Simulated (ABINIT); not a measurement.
# CdF2 (Fm-3m): one start, several treatments of the self-energy

Wanted: the gap of CdF2 (Fm-3m) under several approximations, with cost.

Method: PBE and many-body steps on it, plane waves, in ABINIT 10.8.3.

## 1. Set-up

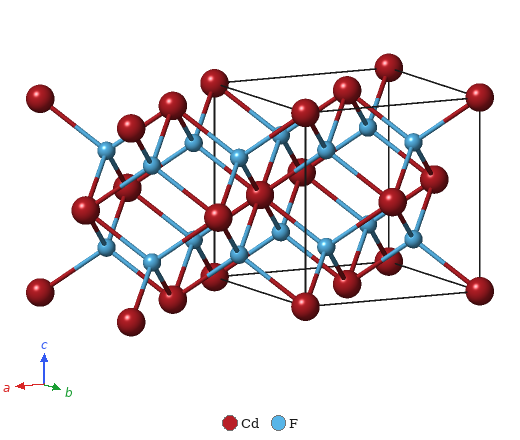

Start, viewed from a free direction; cadmium red, fluorine blue. 2×1×1 cells are drawn. This picture shows the conventional cell, with its axes. Some periodic images of atoms are drawn too.

The cell and positions come from the Crystallography Open Database and are kept as given unless a step says otherwise.

## 2. Empty states on the mesh, 4×4×4 mesh, 141 bands

This step: ABINIT 10.8.3; DFT, PBE, plane waves, norm-conserving pseudopotentials.

The sums over transitions need many empty states on a uniform mesh; this step solves for them.

Input file run.abi:

```
acell 3*1.0 Angstrom
rprim 
  0.000000000000 2.694000000000 2.694000000000
  2.694000000000 0.000000000000 2.694000000000
  2.694000000000 2.694000000000 -0.000000000000
ntypat 2
znucl 48 9
natom 3
typat 1 2 2
xred 
  0.000000000000 0.000000000000 0.000000000000
  0.250000000000 0.250000000000 0.250000000000
  0.750000000000 0.750000000000 0.750000000000
pp_dirpath "pseudos"
pseudos "Cd.upf, F.upf"
ecut 47
ngkpt 4 4 4
nshiftk 1
shiftk 0 0 0
kptopt 1
chksymbreak 0
irdden 1
istwfk *1
nband 141
prtvol 0
optdriver 6
gwr_task "HDIAGO"
paral_kgb 0
occopt 1
indata_prefix "in"
outdata_prefix "out"
tmpdata_prefix "tmp"
```

On the command line:

```
$ OMP_NUM_THREADS=1 mpirun -n 8 abinit run.abi > log
```

What it wrote:

```text
.Version 10.8.3 of ABINIT. v10.8.2 released Aug 2026.

 Symmetries : space group Fm -3 m (#225); Bravais cF (face-center cubic)
[... echo of the input left out ...]
== DATASET  1 ==================================================================
-   mpi_nproc: 8, omp_nthreads: 1 (-1 if OMP is not activated)

--- !DatasetInfo
iteration_state: {dtset: 1, }
dimensions: {natom: 3, nkpt: 8, mband: 141, nsppol: 1, nspinor: 1, nspden: 1, mpw: 4092, }
cutoff_energies: {ecut:  47.0, pawecutdg:  -1.0, }
[...]
Indirect band gap semiconductor
 Fundamental gap:     3.124 (eV)
   VBM:     3.135 (eV) at k: [-2.5000E-01,  5.0000E-01,  2.5000E-01]
   CBM:     6.259 (eV) at k: [ 0.0000E+00,  0.0000E+00,  0.0000E+00]
 Direct gap:         3.619 (eV) at k: [ 0.0000E+00,  0.0000E+00,  0.0000E+00]

== END DATASET(S) ==============================================================
================================================================================

 -outvars: echo values of variables after computation  --------
           etotal      0.0000000000E+00
            nband         141
             nkpt           8
          spgroup         225
 [... the other variables as echoed above ...]

 Calculation completed.
```

The job ended after 29 s (8 MPI ranks of AMD EPYC 9R45, shared host; peak memory 7.6 GiB; 3.8 min of CPU time).

This step gave:

```
gap                                                           : 3.124 eV
k of the valence top                                          : -0.25, 0.5, 0.25
k of the conduction bottom                                    : 0, 0, 0
least direct gap                                              : 3.619 eV
k points computed                                             : 8
lowest point of the top converged band, above the valence top : 112.1025 eV
```

On this mesh the gap is 3.124 eV.

The density comes from a self-consistent run that is not shown.

## 3. Screening, 4×4×4 mesh, 133 bands, screening to 190.5 eV

The RPA dielectric matrix is built and inverted for each q.

This step: RPA screening on PBE, plane waves, norm-conserving pseudopotentials.

run.abi, as its differences from that of step 2:

```diff
@@ -21,10 +21,11 @@
 chksymbreak 0
-irdden 1
 istwfk *1
-nband 141
-prtvol 0
-optdriver 6
-gwr_task "HDIAGO"
-paral_kgb 0
 occopt 1
+irdwfk 1
+optdriver 3
+nband 133
+ecuteps 7
+inclvkb 2
+awtr 1
+symchi 1
 indata_prefix "in"
```

What it wrote:

```text
.Version 10.8.3 of ABINIT. v10.8.2 released Aug 2026.

 Symmetries : space group Fm -3 m (#225); Bravais cF (face-center cubic)
[... echo of the input left out ...]
== DATASET  1 ==================================================================
-   mpi_nproc: 8, omp_nthreads: 1 (-1 if OMP is not activated)

--- !DatasetInfo
iteration_state: {dtset: 1, }
dimensions: {natom: 3, nkpt: 8, mband: 133, nsppol: 1, nspinor: 1, nspden: 1, mpw: 4092, }
cutoff_energies: {ecut:  47.0, pawecutdg:  -1.0, }
electrons: {nelect:   3.40000000E+01, charge:   0.00000000E+00, occopt:   1.00000000E+00, tsmear:   1.00000000E-02, }

 SCREENING: Calculation of the susceptibility and dielectric matrices

 Based on a program developped by R.W. Godby, V. Olevano, G. Onida, and L. Reining.
 Incorporated in ABINIT by V. Olevano, G.-M. Rignanese, and M. Torrent.
.Using double precision arithmetic ; gwpc =  8

[... cell and pseudopotentials left out ...]
--------------------------------------------------------------------------------

 ==== K-mesh for the wavefunctions ====
 Number of points in the irreducible wedge :     8
[... list of points left out ...]
 Together with 48 symmetry operations and time-reversal symmetry
 yields    64 points in the full Brillouin Zone.

 ==== Q-mesh for the screening function ====
 Number of points in the irreducible wedge :     8
[... list of points left out ...]
 Together with 48 symmetry operations and time-reversal symmetry
 yields    64 points in the full Brillouin Zone.

 setmesh: FFT mesh size selected  =    32x   32x   32
          total number of points  =        32768

 vcoul_init : cutoff-mode = AUXILIARY_FUNCTION
 q-points for optical limit:   1
     1)      0.000010    0.000020    0.000030

- screening: taking advantage of time-reversal symmetry
- Maximum band index for partially occupied states nbvw = 17
- Remaining bands to be divided among processors   nbcw = 116
- Number of bands treated by each node ~14

 Number of electrons calculated from density =   34.0000; Expected =   34.0000
 average of density, n =  0.128843
 r_s =    1.2282
 omega_plasma =   34.6246 [eV]

 calculating chi0 at frequencies [eV] :
  1    0.000000E+00    0.000000E+00
  2    0.000000E+00    3.462465E+01

--------------------------------------------------------------------------------
  q-point number  1        q = ( 0.000000, 0.000000, 0.000000) [r.l.u.]
--------------------------------------------------------------------------------
[... chi0 elements left out ...]
 For q-point:  0.000010 0.000020 0.000030
  dielectric constant =   2.7482
  dielectric constant without local fields =   2.9178

  Average fulfillment of the sum rule on Im[epsilon] for q-point    1 :     67.12  [%]
[... wings left out ...]
  q-point number  2        q = ( 0.250000, 0.000000, 0.000000) [r.l.u.]
--------------------------------------------------------------------------------
[... chi0 elements left out ...]
  Average fulfillment of the sum rule on Im[epsilon] for q-point    2 :     79.24  [%]

 [... 6 further q-points ...]
```

It took 15 s on 8 MPI ranks; peak memory 2 GiB; 2 min of CPU time.

This step gave:

```yaml
eps_infinity_with_local_fields_on_this_mesh_along_the_program_s_q_direction: 2.748
the_same_without_local_fields: 2.918
plasma_frequency: 34.62 eV
plane_waves_in_the_screening_matrix: 259
```

Local fields lower ε∞ by 6 %. On a Γ-centred mesh this coarse the value itself is usually too large, while a short band sum pulls it down.

## 4. G0W0, Godby-Needs plasmon pole

The self-energy is evaluated for the states that the input lists, and the levels follow from it, in one-shot runs by the linearised quasiparticle equation.

This step: G0W0 on PBE, plane waves, norm-conserving pseudopotentials.

run.abi, as its differences from that of step 3:

```diff
@@ -24,8 +24,17 @@
 irdwfk 1
-optdriver 3
+optdriver 4
 nband 133
+gwcalctyp 0
+ecutsigx 47
+symsigma 1
+nkptgw 2
+kptgw 
+  -0.2500000000 0.5000000000 0.2500000000
+  0.0000000000 0.0000000000 0.0000000000
+bdgw 
+  16 19
+  15 21
 ecuteps 7
-inclvkb 2
-awtr 1
-symchi 1
+irdscr 1
+ppmodel 1
 indata_prefix "in"
```

What it wrote:

```text
.Version 10.8.3 of ABINIT. v10.8.2 released Aug 2026.

 Symmetries : space group Fm -3 m (#225); Bravais cF (face-center cubic)
[... echo of the input left out ...]
== DATASET  1 ==================================================================
-   mpi_nproc: 8, omp_nthreads: 1 (-1 if OMP is not activated)

--- !DatasetInfo
iteration_state: {dtset: 1, }
dimensions: {natom: 3, nkpt: 8, mband: 133, nsppol: 1, nspinor: 1, nspden: 1, mpw: 4092, }
cutoff_energies: {ecut:  47.0, pawecutdg:  -1.0, }
electrons: {nelect:   3.40000000E+01, charge:   0.00000000E+00, occopt:   1.00000000E+00, tsmear:   1.00000000E-02, }

 SIGMA: Calculation of the GW corrections

 Based on a program developped by R.W. Godby, V. Olevano, G. Onida, and L. Reining.
 Incorporated in ABINIT by V. Olevano, G.-M. Rignanese, and M. Torrent.
.Using double precision arithmetic ; gwpc =  8

[... cell and pseudopotentials left out ...]
--------------------------------------------------------------------------------

 ==== K-mesh for the wavefunctions ====
 Number of points in the irreducible wedge :     8
[... list of points left out ...]
 Together with 48 symmetry operations and time-reversal symmetry
 yields    64 points in the full Brillouin Zone.

 ==== Q-mesh for screening function ====
 Number of points in the irreducible wedge :     8
[... list of points left out ...]
 Together with 48 symmetry operations and time-reversal symmetry
 yields    64 points in the full Brillouin Zone.

 vcoul_init : cutoff-mode = AUXILIARY_FUNCTION
 q-points for optical limit:   1
     1)      0.000010    0.000020    0.000030
 setmesh: FFT mesh size selected  =    45x   45x   45
          total number of points  =        91125

 Number of electrons calculated from density =   34.0000; Expected =   34.0000
 average of density, n =  0.128843
 r_s =    1.2282
 omega_plasma =   34.6246 [eV]

 === KS Band Gaps ===
  >>>> For spin  1
   Minimum direct gap =   3.6194 [eV], located at k-point      :   0.0000  0.0000  0.0000
   Fundamental gap    =   3.1240 [eV], Top of valence bands at :  -0.2500  0.5000  0.2500
                                       Bottom of conduction at :   0.0000  0.0000  0.0000
 SIGMA fundamental parameters:
 PLASMON POLE MODEL  1
 number of plane-waves for SigmaX                 4015
 number of plane-waves for SigmaC and W            259
 number of plane-waves for wavefunctions          4015
 number of bands                                   133
 number of independent spin polarizations            1
 number of spinorial components                      1
 number of k-points in IBZ                           8
 number of q-points in IBZ                           8
 number of symmetry operations                      48
 number of k-points in BZ                           64
 number of q-points in BZ                           64
 number of frequencies for dSigma/dE                 9
 frequency step for dSigma/dE [eV]                0.25
 number of omega for Sigma on real axis              0
 max omega for Sigma on real axis  [eV]           0.00
 zcut for avoiding poles [eV]                     0.10

 EPSILON^-1 parameters (SCR file):
 dimension of the eps^-1 matrix on file            259
 dimension of the eps^-1 matrix used               259
 number of plane-waves for wavefunctions          4015
 number of bands                                   133
 number of q-points in IBZ                           8
 number of frequencies                               2
 number of real frequencies                          1
 number of imag frequencies                          1

 matrix elements of self-energy operator (all in [eV])

 Perturbative Calculation

--- !SelfEnergy_ee
iteration_state: {dtset: 1, }
kpoint     : [  -0.250,    0.500,    0.250, ]
spin       : 1
KS_gap     :    8.101
QP_gap     :   11.348
Delta_QP_KS:    3.247
data: !SigmaeeData |
     Band     E0 <VxcDFT>   SigX SigC(E0)      Z dSigC/dE  Sig(E)    E-E0       E
       16   2.536 -23.138 -30.563   5.695   0.793  -0.261 -24.510  -1.371   1.164
       17   3.135 -24.392 -31.575   5.510   0.803  -0.246 -25.735  -1.343   1.792
       18  11.236 -16.752 -10.745  -3.779   0.855  -0.170 -14.848   1.904  13.140
       19  14.664 -10.958  -6.360  -3.507   0.871  -0.148 -10.008   0.950  15.614

--- !SelfEnergy_ee
iteration_state: {dtset: 1, }
kpoint     : [   0.000,    0.000,    0.000, ]
spin       : 1
KS_gap     :    3.619
QP_gap     :    6.101
Delta_QP_KS:    2.482
data: !SigmaeeData |
     Band     E0 <VxcDFT>   SigX SigC(E0)      Z dSigC/dE  Sig(E)    E-E0       E
       15   2.640 -24.993 -32.322   5.357   0.816  -0.226 -26.602  -1.609   1.031
       16   2.640 -24.993 -32.322   5.357   0.816  -0.226 -26.602  -1.609   1.031
       17   2.640 -24.993 -32.322   5.357   0.816  -0.226 -26.602  -1.609   1.031
       18   6.259 -12.403  -7.938  -3.466   0.874  -0.144 -11.530   0.873   7.132
       19  15.876 -10.202  -4.669  -4.286   0.876  -0.142  -9.110   1.092  16.968
       20  15.876 -10.202  -4.669  -4.286   0.876  -0.142  -9.110   1.092  16.968
       21  15.876 -10.202  -4.669  -4.286   0.876  -0.142  -9.110   1.092  16.968

== END DATASET(S) ==============================================================
================================================================================

 -outvars: echo values of variables after computation  --------
           etotal      0.0000000000E+00
            nband         133
             nkpt           8
          spgroup         225
 [... the other variables as echoed above ...]

 Calculation completed.
```

Elapsed: 7.6 s, on 8 MPI ranks; peak memory 1.8 GiB; 59 s of CPU time.

Numbers from this step:

```
G0W0 gap on the points computed              : 5.34 eV
starting gap on the mesh                     : 3.124 eV
k of the valence top                         : -0.25, 0.5, 0.25
k of the conduction bottom                   : 0, 0, 0
Z at the valence top                         : 0.803
Z at the conduction bottom                   : 0.874
least direct G0W0 gap on the computed points : 6.101 eV
```

The gap on the mesh goes from 3.12 eV to 5.34 eV, a correction of +2.22 eV.

## 5. G0W0, Hybertsen-Louie plasmon pole

run.abi, as its differences from that of step 4:

```diff
@@ -38,3 +38,3 @@
 irdscr 1
-ppmodel 1
+ppmodel 2
 indata_prefix "in"
```

What it wrote:

```text
.Version 10.8.3 of ABINIT. v10.8.2 released Aug 2026.

 Symmetries : space group Fm -3 m (#225); Bravais cF (face-center cubic)
[... echo of the input left out ...]
== DATASET  1 ==================================================================
-   mpi_nproc: 8, omp_nthreads: 1 (-1 if OMP is not activated)

--- !DatasetInfo
iteration_state: {dtset: 1, }
dimensions: {natom: 3, nkpt: 8, mband: 133, nsppol: 1, nspinor: 1, nspden: 1, mpw: 4092, }
cutoff_energies: {ecut:  47.0, pawecutdg:  -1.0, }
electrons: {nelect:   3.40000000E+01, charge:   0.00000000E+00, occopt:   1.00000000E+00, tsmear:   1.00000000E-02, }

 SIGMA: Calculation of the GW corrections

 Based on a program developped by R.W. Godby, V. Olevano, G. Onida, and L. Reining.
 Incorporated in ABINIT by V. Olevano, G.-M. Rignanese, and M. Torrent.
.Using double precision arithmetic ; gwpc =  8

[... cell and pseudopotentials left out ...]
--------------------------------------------------------------------------------

 ==== K-mesh for the wavefunctions ====
 Number of points in the irreducible wedge :     8
[... list of points left out ...]
 Together with 48 symmetry operations and time-reversal symmetry
 yields    64 points in the full Brillouin Zone.

 ==== Q-mesh for screening function ====
 Number of points in the irreducible wedge :     8
[... list of points left out ...]
 Together with 48 symmetry operations and time-reversal symmetry
 yields    64 points in the full Brillouin Zone.

 vcoul_init : cutoff-mode = AUXILIARY_FUNCTION
 q-points for optical limit:   1
     1)      0.000010    0.000020    0.000030
 setmesh: FFT mesh size selected  =    45x   45x   45
          total number of points  =        91125

 Number of electrons calculated from density =   34.0000; Expected =   34.0000
[...]
number of omega for Sigma on real axis              0
 max omega for Sigma on real axis  [eV]           0.00
 zcut for avoiding poles [eV]                     0.10

 EPSILON^-1 parameters (SCR file):
 dimension of the eps^-1 matrix on file            259
 dimension of the eps^-1 matrix used               259
 number of plane-waves for wavefunctions          4015
 number of bands                                   133
 number of q-points in IBZ                           8
 number of frequencies                               2
 number of real frequencies                          1
 number of imag frequencies                          1

 matrix elements of self-energy operator (all in [eV])

 Perturbative Calculation

--- !SelfEnergy_ee
iteration_state: {dtset: 1, }
kpoint     : [  -0.250,    0.500,    0.250, ]
spin       : 1
KS_gap     :    8.101
QP_gap     :   11.960
Delta_QP_KS:    3.859
data: !SigmaeeData |
     Band     E0 <VxcDFT>   SigX SigC(E0)      Z dSigC/dE  Sig(E)    E-E0       E
       16   2.536 -23.138 -30.563   4.552   0.879  -0.138 -25.663  -2.525   0.011
       17   3.135 -24.392 -31.575   4.550   0.882  -0.134 -26.713  -2.321   0.814
       18  11.236 -16.752 -10.745  -4.295   0.899  -0.113 -15.213   1.538  12.774
[...]
--- !SelfEnergy_ee
iteration_state: {dtset: 1, }
kpoint     : [   0.000,    0.000,    0.000, ]
spin       : 1
KS_gap     :    3.619
QP_gap     :    6.397
Delta_QP_KS:    2.777
data: !SigmaeeData |
     Band     E0 <VxcDFT>   SigX SigC(E0)      Z dSigC/dE  Sig(E)    E-E0       E
[...]
20  15.876 -10.202  -4.669  -4.609   0.909  -0.100  -9.362   0.841  16.716
       21  15.876 -10.202  -4.669  -4.609   0.909  -0.100  -9.362   0.841  16.716

== END DATASET(S) ==============================================================
================================================================================

 -outvars: echo values of variables after computation  --------
           etotal      0.0000000000E+00
            nband         133
             nkpt           8
          spgroup         225
 [... the other variables as echoed above ...]

 Calculation completed.
```

Elapsed: 7.2 s, on 8 MPI ranks; peak memory 1.7 GiB.

Numbers from this step:

* G0W0 gap on the points computed: 5.862 eV
* starting gap on the mesh: 3.124 eV
* k of the valence top: -0.25, 0.5, 0.25
* k of the conduction bottom: 0, 0, 0
* Z at the valence top: 0.882
* Z at the conduction bottom: 0.909
* least direct G0W0 gap on the computed points: 6.397 eV

Against G0W0 in ABINIT (4×4×4 mesh, 133 bands, screening to 190.5 eV, Godby-Needs plasmon pole), the gap moves by +0.522 eV.

## 6. G0W0, von der Linden-Horsch plasmon pole

run.abi, as its differences from that of step 5:

```diff
@@ -38,3 +38,3 @@
 irdscr 1
-ppmodel 2
+ppmodel 3
 indata_prefix "in"
```

What it wrote:

```text
.Version 10.8.3 of ABINIT. v10.8.2 released Aug 2026.

 Symmetries : space group Fm -3 m (#225); Bravais cF (face-center cubic)
[... echo of the input left out ...]
== DATASET  1 ==================================================================
-   mpi_nproc: 8, omp_nthreads: 1 (-1 if OMP is not activated)

--- !DatasetInfo
iteration_state: {dtset: 1, }
dimensions: {natom: 3, nkpt: 8, mband: 133, nsppol: 1, nspinor: 1, nspden: 1, mpw: 4092, }
cutoff_energies: {ecut:  47.0, pawecutdg:  -1.0, }
[...]
Band     E0 <VxcDFT>   SigX SigC(E0)      Z dSigC/dE  Sig(E)    E-E0       E
[...]
20  15.876 -10.202  -4.669  -4.669   0.934  -0.070  -9.395   0.808  16.683
       21  15.876 -10.202  -4.669  -4.669   0.934  -0.070  -9.395   0.808  16.683

== END DATASET(S) ==============================================================
================================================================================

 -outvars: echo values of variables after computation  --------
           etotal      0.0000000000E+00
            nband         133
             nkpt           8
          spgroup         225
 [... the other variables as echoed above ...]

 Calculation completed.
```

Run time: 4.4 s. Hardware: 8 MPI ranks; peak memory 1.6 GiB; 34 s of CPU time.

Numbers from this step:

- G0W0 gap on the points computed: 5.353 eV
- starting gap on the mesh: 3.124 eV
- k of the valence top: -0.25, 0.5, 0.25
- k of the conduction bottom: 0, 0, 0
- least direct G0W0 gap on the computed points: 6.13 eV

Against G0W0 in ABINIT (4×4×4 mesh, 133 bands, screening to 190.5 eV, Godby-Needs plasmon pole), the gap moves by +0.013 eV.

(Part 1 of 2 ends here.)

[Paths, hosts, dates, memory and timing lines, banners, echoed tables and standing remarks are left out of the program output.]

[Logs are printed without paths, hosts, clocks, repeated set-up lines and the standing remarks that a program may print on its own settings, such as how far it seeks lower states.]

[Runs of the session that timed out or met a known fault of the program may be left out.]

[Hosts, paths, dates, database ids (printed as entryN), source tags and the programs' standing remarks are cut or masked in the printed files.]

[G0W0 gaps are taken among the corrected bands and points alone; a level outside them can change the order at an edge.]

[Where Ansatz stands beside ABINIT at settings called matched, ABINIT's density can come from a denser mesh and the files from another edition; pairs whose starting gaps differed by over 0.03 eV were left out, so agreement reads better than it is.]
